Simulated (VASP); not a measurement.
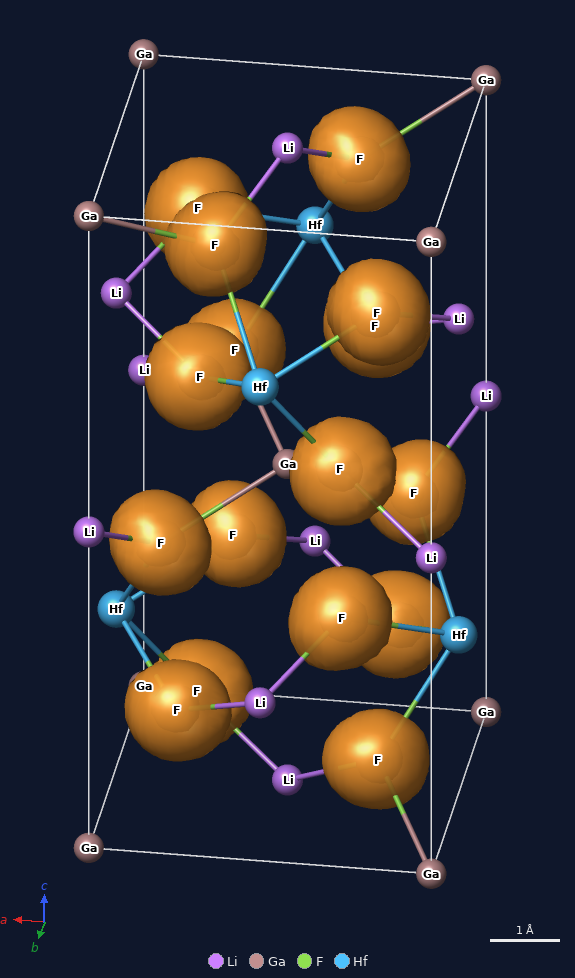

Figure. Li₂HfGaF₈. Isosurface of the electron localisation function at 0.75 (orange), seen at an oblique angle. Core shells and regions of very low density are left out. Sticks mark near contacts.

Space group I-4; a generated structure, not necessarily the stable one.

Level of theory: Kohn-Sham DFT of a periodic cell, r2SCAN, VASP PAW PBE potentials, recommended (VASP).

```
CELL_PARAMETERS angstrom
5.03800 0.00000 0.00000
0.00000 -5.03800 0.00000
0.00000 0.00000 -10.41361
ATOMIC_POSITIONS crystal
Li 0.00000 0.00000 0.50000
Li 0.50000 0.50000 0.00000
Li 0.00000 0.50000 0.75000
Li 0.50000 0.00000 0.25000
Ga 0.50000 0.50000 0.50000
Ga 0.00000 0.00000 0.00000
F 0.29196 0.83592 0.58600
F 0.79196 0.33592 0.08600
F 0.66408 0.79196 0.91400
F 0.16408 0.29196 0.41400
F 0.20804 0.66408 0.08600
F 0.70804 0.16408 0.58600
F 0.33592 0.20804 0.91400
F 0.83592 0.70804 0.41400
F 0.27518 0.30574 0.67780
F 0.77518 0.80574 0.17780
F 0.19426 0.77518 0.82220
F 0.69426 0.27518 0.32220
F 0.72482 0.69426 0.67780
F 0.22482 0.19426 0.17780
F 0.30574 0.72482 0.32220
F 0.80574 0.22482 0.82220
Hf 0.00000 0.50000 0.25000
Hf 0.50000 0.00000 0.75000
```

**Where are the electrons localised?**

The ELF exceeds this value in 16 regions wrapped around F (the valence shell of each), counted in one cell of 24 atoms. Regions shared between cells count once. Profiles from the grid: Li–F (1.86 Å): the ELF peaks at about 0.85 in the valence shell of F, 0.5 Å from its nucleus, and falls to about 0 next to Li: a largely ionic contact. Hf–F (2.05 Å): the ELF peaks at about 0.80 in the valence shell of F, 0.6 Å from its nucleus, and drops to about 0.20 between the two atoms (no localised pair shows between them).
